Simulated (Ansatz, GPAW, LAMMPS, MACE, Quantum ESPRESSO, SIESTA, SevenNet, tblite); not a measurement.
# Codes compared on amorphous 28Y2O3-72Al2O3 (mol %) (90 atoms)

Aim: run amorphous 28Y2O3-72Al2O3 (mol %) (90 atoms) in several programs and set results and cost side by side. A plane-wave run serves as the reference.

Method: Kohn-Sham DFT, PBE, PAW, plane waves, in Ansatz 0.2.0.

## Step 1: Set-up

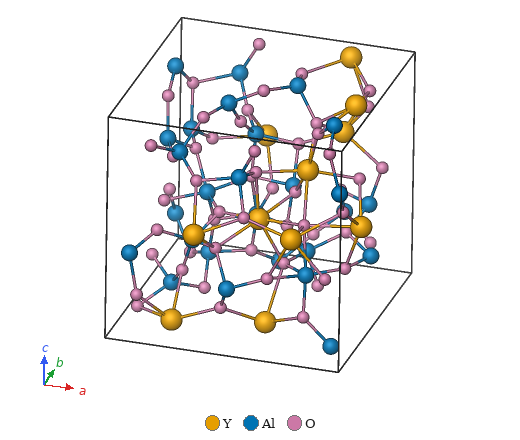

The cell as given, slightly off an axis (yttrium orange, aluminium blue, oxygen pink). Some periodic images of atoms are drawn too.

The cell holds 90 atoms: 10 Y, 26 Al and 54 O. Cell: a = 10.194 Å, b = 10.194 Å, c = 10.194 Å, α = 90.0°, β = 90.0°, γ = 90.0°. 90 atoms (10 Er, 26 Al, 54 O) placed at random at 4.86 g/cm³, melted at 5000 K for 10 ps at fixed volume with the Morse and Coulomb pair potential with partial charges (Pedone, Malavasi, Menziani, Cormack and Segre, J. Phys. Chem. B 110, 11780 (2006)). Quenched from 5000 K to 300 K at 20 K/ps and fixed volume, held 10 ps at zero pressure, then minimised at fixed cell. Then Er was replaced by Y and the cell scaled by 1.009 (the potential has no terms for the new elements, so the cell is a start for a DFT relaxation).

Structure file:

```cif
data_structure
_symmetry_space_group_name_H-M 'P 1'
_symmetry_Int_Tables_number 1
_cell_length_a 10.1936
_cell_length_b 10.1936
_cell_length_c 10.1936
_cell_angle_alpha 90.000
_cell_angle_beta 90.000
_cell_angle_gamma 90.000
_cell_volume 1059.20
loop_
_atom_site_label
_atom_site_type_symbol
_atom_site_fract_x
_atom_site_fract_y
_atom_site_fract_z
_atom_site_occupancy
Y1 Y 0.73258 0.40312 0.69208 1
Y2 Y 0.54627 0.33671 0.47243 1
Y3 Y 0.59786 0.28058 0.03834 1
Y4 Y 0.77624 0.74664 0.71777 1
Y5 Y 0.37244 0.99966 0.52498 1
Y6 Y 0.74421 0.94493 0.96092 1
Y7 Y 0.89728 0.52459 0.95646 1
Y8 Y 0.77495 0.04529 0.54577 1
Y9 Y 0.99293 0.30962 0.51798 1
Y10 Y 0.23906 0.14543 0.05497 1
Al11 Al 0.25138 0.57532 0.44172 1
Al12 Al 0.08531 0.04581 0.37763 1
Al13 Al 0.58604 0.68167 0.47442 1
Al14 Al 0.89799 0.22285 0.00169 1
Al15 Al 0.15045 0.42359 0.08526 1
Al16 Al 0.69181 0.54325 0.25672 1
Al17 Al 0.97715 0.50318 0.29731 1
Al18 Al 0.41295 0.71334 0.66675 1
Al19 Al 0.02151 0.88707 0.16885 1
Al20 Al 0.36622 0.48262 0.90337 1
Al21 Al 0.27811 0.29200 0.35622 1
Al22 Al 0.88924 0.75154 0.40542 1
Al23 Al 0.09366 0.52879 0.68076 1
Al24 Al 0.47143 0.88079 0.02601 1
Al25 Al 0.23168 0.24739 0.76713 1
Al26 Al 0.26049 0.97496 0.80127 1
Al27 Al 0.41333 0.74632 0.29019 1
Al28 Al 0.78283 0.23254 0.30130 1
Al29 Al 0.10679 0.81300 0.59789 1
Al30 Al 0.61938 0.61372 0.96239 1
Al31 Al 0.22920 0.68338 0.11817 1
Al32 Al 0.98118 0.03969 0.78652 1
Al33 Al 0.49538 0.06803 0.26825 1
Al34 Al 0.05000 0.76383 0.89521 1
Al35 Al 0.51909 0.14311 0.74339 1
Al36 Al 0.72716 0.94347 0.26128 1
O37 O 0.03816 0.32198 0.00603 1
O38 O 0.51581 0.47799 0.98451 1
O39 O 0.42592 0.91614 0.33234 1
O40 O 0.41234 0.17652 0.39145 1
O41 O 0.16578 0.37262 0.68090 1
O42 O 0.54060 0.30528 0.69672 1
O43 O 0.73923 0.84302 0.40597 1
O44 O 0.78582 0.19541 0.12801 1
O45 O 0.06883 0.60498 0.83475 1
O46 O 0.34365 0.96548 0.94861 1
O47 O 0.76138 0.26800 0.50721 1
O48 O 0.38541 0.58933 0.77443 1
O49 O 0.30904 0.31687 0.90426 1
O50 O 0.93822 0.77058 0.56969 1
O51 O 0.34318 0.12236 0.70968 1
O52 O 0.56832 0.65988 0.29957 1
O53 O 0.15715 0.94402 0.50355 1
O54 O 0.91574 0.34375 0.30229 1
O55 O 0.14991 0.11130 0.84410 1
O56 O 0.73090 0.57161 0.09345 1
O57 O 0.25560 0.54352 0.02351 1
O58 O 0.17513 0.65522 0.59136 1
O59 O 0.64159 0.52967 0.52210 1
O60 O 0.59493 0.10616 0.88978 1
O61 O 0.03099 0.54013 0.14091 1
O62 O 0.58254 0.75743 0.62918 1
O63 O 0.96660 0.14220 0.65421 1
O64 O 0.64463 0.37517 0.26965 1
O65 O 0.85190 0.90156 0.15747 1
O66 O 0.12480 0.02393 0.20514 1
O67 O 0.79737 0.32617 0.90166 1
O68 O 0.91570 0.06661 0.37761 1
O69 O 0.58435 0.78207 0.93436 1
O70 O 0.93041 0.48032 0.64936 1
O71 O 0.84054 0.60043 0.33942 1
O72 O 0.26023 0.65178 0.28421 1
O73 O 0.71550 0.57203 0.82546 1
O74 O 0.33168 0.85947 0.69648 1
O75 O 0.59546 0.94094 0.13970 1
O76 O 0.88293 0.76029 0.91379 1
O77 O 0.92754 0.06702 0.94716 1
O78 O 0.22591 0.32502 0.19705 1
O79 O 0.11476 0.79549 0.04898 1
O80 O 0.09425 0.49023 0.41784 1
O81 O 0.38614 0.76405 0.11443 1
O82 O 0.66064 0.09222 0.32952 1
O83 O 0.08967 0.88040 0.77197 1
O84 O 0.56914 0.05310 0.60790 1
O85 O 0.40330 0.69251 0.48357 1
O86 O 0.44357 0.15718 0.13579 1
O87 O 0.81673 0.95715 0.74333 1
O88 O 0.15554 0.19670 0.42507 1
O89 O 0.34911 0.42911 0.43220 1
O90 O 0.02115 0.80070 0.31687 1
```

## Step 2: Plane-wave reference

The PAW files are the set soft_2.

Contents of input.yaml:

```yaml
crystal:
  lattice:
    - [10.19357, 0.0, 0.0]
    - [0.0, 10.19357, 0.0]
    - [0.0, 0.0, 10.19357]
  atoms:
    - { symbol: "Y", position: [0.73258, 0.40312, 0.69208] }
    - { symbol: "Y", position: [0.54627, 0.33671, 0.47243] }
    - { symbol: "Y", position: [0.59786, 0.28058, 0.03834] }
    - { symbol: "Y", position: [0.77624, 0.74664, 0.71777] }
    [... 80 atom lines left out ...]
    - { symbol: O, position: [0.4033, 0.69251, 0.48357] }
    - { symbol: O, position: [0.44357, 0.15718, 0.13579] }
    - { symbol: O, position: [0.81673, 0.95715, 0.74333] }
    - { symbol: O, position: [0.15554, 0.1967, 0.42507] }
    - { symbol: O, position: [0.34911, 0.42911, 0.4322] }
    - { symbol: O, position: [0.02115, 0.8007, 0.31687] }
kpoints:
  mp_grid: { grid: [1, 1, 1] }
hamiltonian:
  xc: pbe
scf:
  occupations: { method: fermi_dirac, width: 0.05 }
output:
  forces: true
  eigenvalues: true
  populations: true
  stress: true
```

On the command line:

```console
ansatz run input.yaml --threads 4 --pin off --max-ram 8192MiB --backend cpu --events-out ev --progress --plain --runs-dir out
```

What it wrote:

```text
[...]
Pseudopotentials: kind: paw
Pseudopotential: Y, paw, valence charge 11, recommended cutoff 420 eV (normal), Y.paw.azcp
Pseudopotential: Al, paw, valence charge 3, recommended cutoff 420 eV (normal), Al.paw.azcp
Pseudopotential: O, paw, valence charge 6, recommended cutoff 420 eV (normal), O.paw.azcp
[...]
Crystal: 90 atoms, lattice volume = 1059.202 Å³
Basis set: ecut = 420 eV, 20719 PW (Γ), exchange–correlation on 144×144×144 points (8 copies of the dense FFT grid, shifted against one another)
Bands: 346, of which v1, the nominal top of the filled ones, is band 256 counted from 1 (255 counted from 0)
Symmetry: 1 space group operations
Space group: P1 (ITA 1), of the structure as read, at distance tolerance 1.0e-4 Å
k-points: 1
[...]
Initial density: superposition of atomic densities (neutral atoms: chi_scale 0, normalization atom), corrected by the library's trained network
Initial wavefunctions: pseudopotential atomic-orbital guess
[...]
SCF iter   1: F=—  HF=-83240.794840 eV  |F-HF|=—  |Δ(HF+E_count)|=         —  Δρ=2.54e-3  dr2=7.60e-2  ethr=1.77e-3  ⟨swp⟩=6.0  Hψ=1452  notcnv=0  defer=16
preconditioner: auto → Resta (q_TF=auto, 2.417 Å⁻¹)  ε∞=3.7  [insulator: Δε(μ)=3.985 eV  Ē_g=15.540 eV  σ=0.050 eV  W_gap=1.00  n_scr=250 (ndim 8)  ℏωp=25.3 eV  f_vac=0.026  D(μ)=0.00/eV (n_scr^D=0)  ε∞_Penn≈3.7]
[...]
SCF iter   8: F=—  HF=-83240.799163 eV  |F-HF|=—  |Δ(HF+E_count)|=   4.64e-7  Δρ=5.20e-6  dr2=2.55e-7  ethr=2.31e-10  ⟨swp⟩=2.0  Hψ=474  notcnv=0  defer=84
SCF iter   9: F=-83240.799163 eV  HF=-83240.799163 eV  |F-HF|=1.47e-8  |Δ(HF+E_count)|=   8.71e-8  Δρ=1.39e-6  dr2=2.33e-8  ethr=1.95e-11  ⟨swp⟩=13.0  Hψ=1918  notcnv=0
SCF 1 converged in 9 iterations: F = -83240.799163 eV  dr2 = 2.33e-8
[...]
SCF converged after 9 iterations
Free energy (F): -83240.799163 eV
Harris-Foulkes:  -83240.799163 eV  (|F-HF|=1.47e-8)
Internal energy: -83240.799163 eV  (E = F + TS)
E sigma→0 (E₀):  -83240.799163 eV
Fermi energy:    8.493588 eV
--- Per-component energies (eV) ---
[...]
Σ components = -83240.799163   (vs F -83240.799163, Δ=0.00e0)
--- Forces (eV/Å), atoms counted from 1 ---
  atom   1  Y      0.33989500    -0.05532283     0.75092929
  atom   2  Y     -0.31464541     0.18880835    -0.11434795
  atom   3  Y      0.19912801    -0.24177921    -0.10190456
  atom   4  Y      0.38435036    -0.12447269    -0.67273373
[...]
atom  90  O      1.01303332     0.12337770    -0.35225784
  max |Σ_I F_I| component: 1.16e-4 eV/Å
--- Stress (GPa, compression-positive) ---
        6.480441       0.076606      -1.421827
        0.076615       4.274137       1.431098
       -1.421815       1.431117       7.597353
  P = ⅓ Tr σ = 6.1173 GPa (61.173 kbar)
--- Band table (eV) ---
  k-point 0: bands = ["-34.2071", "-33.9881", "-33.9311", "-33.7674", [... 330 levels ...], "15.8933", "15.9168", "15.9386", "15.9814", "15.9966", "16.0446", "16.1275", "16.1857", "16.2106", "16.3000", "16.3331", "16.4085"]
--- Löwdin populations: 90 sites ---
  site symbol       q [e]
     0      Y      9.8048
     1      Y      9.7292
     2      Y      9.6275
[...]
89      O      6.8694
  spilling = 0.006644 (of n_electrons = 512.000000)
```

Run time: 14 s. Hardware: 4 threads of Arm Neoverse V1, shared host; peak memory 1.3 GiB.

Reading the cycles: dr2 is the Hartree energy of the density residual (eV), the measure of convergence; HF is the Harris–Foulkes estimate of the energy, which meets the free energy F at convergence.

Read from the output:

```yaml
free_energy: -83240.7992 eV
free_energy_per_atom: -924.8978 eV/atom
scf_cycles: 9
pressure: 6.117 GPa
r_m_s_force_component: 0.4241 eV/Å
longest_force: 1.651 eV/Å
fermi_energy: 8.494 eV
spacing_of_highest_filled_and_lowest_empty_level: 4.023 eV
spilling_of_the_projection: 0.006644
```

Neighbours are counted within 2.27 Å (O-Al), 3.00 Å (O-Y).

Length of the force by element and coordination:

```csv
element,coordination,atoms,mean length of the force (eV/Å),spread,least,most
Al,all,26,0.520,0.257,0.115,1.09
Al,4,20,0.537,0.272,0.115,1.09
Al,5,6,0.462,0.190,0.165,0.786
O,all,54,0.738,0.315,0.212,1.65
O,2,2,0.660,0.419,0.241,1.08
O,3,37,0.804,0.320,0.259,1.65
O,4,14,0.595,0.220,0.212,1.09
O,5,1,0.435,0,0.435,0.435
Y,all,10,0.681,0.200,0.329,1.02
Y,6,5,0.57,0.203,0.329,0.826
Y,7,4,0.818,0.120,0.719,1.02
Y,8,1,0.686,0,0.686,0.686
```

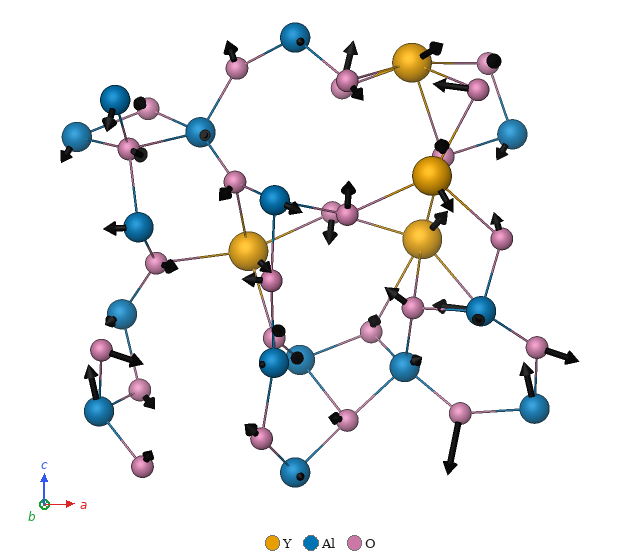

Forces as arrows; the longest in the cell is 1.65 eV/Å. Drawn is a slice 4 Å thick, seen along the normal of the ac plane.

Löwdin charges by element and coordination (they lack the spilled electrons, 0.038 e an atom on average):

| element | coordination | atoms | mean charge (e) | spread | least | most |
| --- | --- | --- | --- | --- | --- | --- |
| Al | all | 26 | 1.31 | 0.0389 | 1.22 | 1.39 |
| Al | 4 | 20 | 1.32 | 0.032 | 1.24 | 1.39 |
| Al | 5 | 6 | 1.28 | 0.0444 | 1.22 | 1.34 |
| O | all | 54 | -0.804 | 0.0384 | -0.871 | -0.686 |
| O | 2 | 2 | -0.870 | 8.0e-4 | -0.871 | -0.869 |
| O | 3 | 37 | -0.812 | 0.0273 | -0.864 | -0.759 |
| O | 4 | 14 | -0.782 | 0.0385 | -0.824 | -0.695 |
| O | 5 | 1 | -0.686 | 0 | -0.686 | -0.686 |
| Y | all | 10 | 1.27 | 0.0562 | 1.20 | 1.37 |
| Y | 6 | 5 | 1.27 | 0.0611 | 1.20 | 1.37 |
| Y | 7 | 4 | 1.28 | 0.0461 | 1.23 | 1.35 |
| Y | 8 | 1 | 1.21 | 0 | 1.21 | 1.21 |

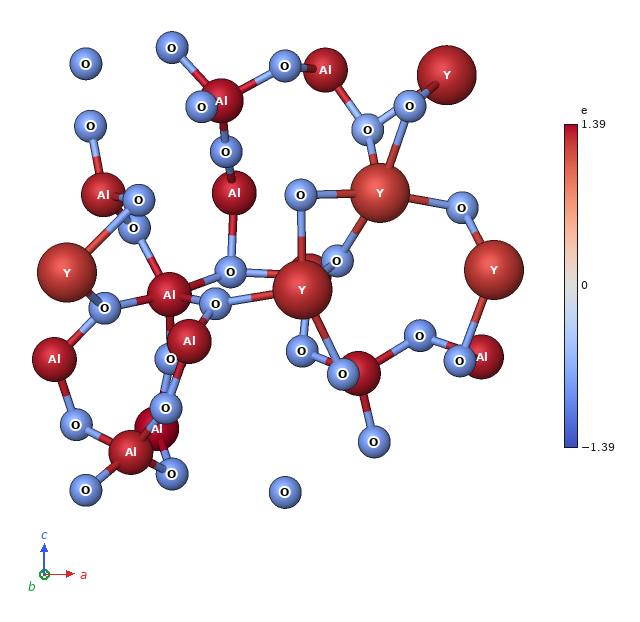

Atoms coloured by Löwdin charge. Drawn is a slice 4 Å thick, seen along the normal of the ac plane. Bonds to atoms that aren't drawn are left out.

The levels nearest the highest filled one (over half full), pooled over k-points and spins:

```
level less the highest filled one (eV)  occupation
                                -0.195           2
                                -0.175           2
                                -0.154           2
                                -0.116           2
                               -0.0649           2
                                     0           2
                                  4.02           0
                                  4.75           0
                                  4.90           0
                                  5.18           0
                                  5.34           0
                                  5.35           0
```

## Step 3: Local order

Density 3.85 g/cm³, 11.77 Å³ an atom.

Pair distribution functions g(r), in bins of 0.2 Å:

```
r (Å)  total   O-O  O-Al   O-Y  Al-Al  Al-Y   Y-Y
 1.60   0.11  0.00  0.32  0.00   0.00  0.00  0.00
 1.80   3.15  0.00  9.08  0.00   0.00  0.00  0.00
 2.00   0.27  0.00  0.76  0.00   0.00  0.00  0.00
 2.20   0.69  0.00  0.13  4.83   0.00  0.00  0.00
 2.40   0.58  0.15  0.11  3.65   0.00  0.00  0.00
 2.60   0.85  1.68  0.27  0.72   0.70  0.00  0.00
 2.80   1.20  3.00  0.12  0.10   0.79  0.00  0.00
 3.00   1.33  2.19  0.36  0.26   2.76  2.16  0.92
 3.20   1.29  1.54  0.81  0.68   2.43  2.40  0.81
 3.40   0.81  0.73  0.55  0.27   1.65  2.52  1.48
 3.60   0.98  0.76  1.21  0.60   0.58  2.00  2.71
 3.80   0.90  0.53  1.41  0.54   0.70  1.12  1.15
 4.00   1.00  0.48  1.53  1.21   0.54  0.82  2.68
 4.20   1.06  0.60  1.54  1.55   0.85  0.45  0.50
 4.40   0.99  0.62  1.46  1.25   0.65  0.42  0.86
 4.60   1.09  1.00  1.17  1.48   0.82  0.84  0.81
 4.80   1.03  1.09  0.99  1.19   0.93  0.98  0.00
 5.00   0.98  1.31  0.57  1.44   1.11  0.39  0.67
```

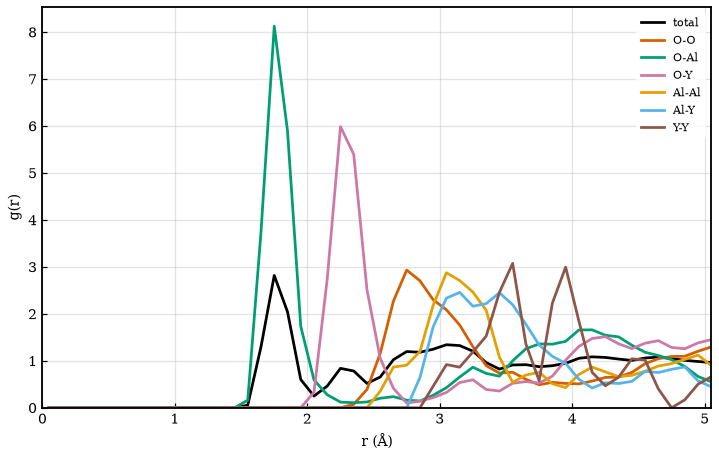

Pair distribution functions, lightly smoothed.

Bonds by pair of elements; cutoffs follow the first minimum of g(r), held within bounds set by covalent radii, and pairs that aren't listed don't count as bonded:

| pair A-B | cutoff (Å) | bonds | mean length (Å) | spread (Å) | shortest (Å) | B about A | A about B |
| --- | --- | --- | --- | --- | --- | --- | --- |
| O-Al | 2.27 | 110 | 1.80 | 0.086 | 1.69 | 2.04 | 4.23 |
| O-Y | 3 | 66 | 2.35 | 0.155 | 2.17 | 1.22 | 6.6 |

How many atoms have how many bonded neighbours:

```
element  mean  2   3   4  5  6  7  8
     Al  4.23  0   0  20  6  0  0  0
      O  3.26  2  37  14  1  0  0  0
      Y   6.6  0   0   0  0  5  4  1
```

Oxygen atoms by the number of network formers (Si, P, Ge, B, Al, As, Ga) bound to them:

```
network formers bound to O  O atoms  per cent
                         0        0         0
                         1       13      24.1
                         2       28      51.9
                         3       11      20.4
                         4        2       3.7
```

Network units: each former by its oxygen neighbours and how many of them bridge to another former:

```
former  O neighbours  bridging O  atoms
    Al             4           1      1
    Al             4           3      6
    Al             4           4     13
    Al             5           3      1
    Al             5           4      2
    Al             5           5      3
```

## Step 4: The other programs

The programs:
- GPAW 26.7.0: PAW with atomic orbitals (LCAO), plane waves or a real-space grid of spacing h.
- MACE: machine-learned potential, published weights.
- Quantum ESPRESSO 7.5: plane waves; labels (QE) give functional, pseudopotential set and cutoffs of waves/density.
- SIESTA 5.4.2: numerical atomic orbitals, whose automatically made sets are far from complete, with PseudoDojo norm-conserving potentials that we converted to its format (checked against plane waves on the same files for H, C, O, Si, Ge and Ca alone); labels give functional, basis size, energy shift and mesh cutoff.
- SevenNet: machine-learned potential, published weights.
- tblite 0.8.0: extended tight binding, driven from Python.

All use the same cell and atoms; the electronic-structure runs use the same k-mesh, and an electronic temperature of 580 K (0.05 eV) where levels are smeared.

(Part 1 of 2 ends here.)

[Also dropped from logs without a mark: logging warnings of Python, and SIESTA's first energy breakdown and zero terms.]

[Logs are printed without paths, hosts, clocks, repeated set-up lines and the standing remarks that a program may print on its own settings, such as how far it seeks lower states.]

[Hosts, paths, dates, database ids (printed as entryN), source tags and the programs' standing remarks are cut or masked in the printed files.]
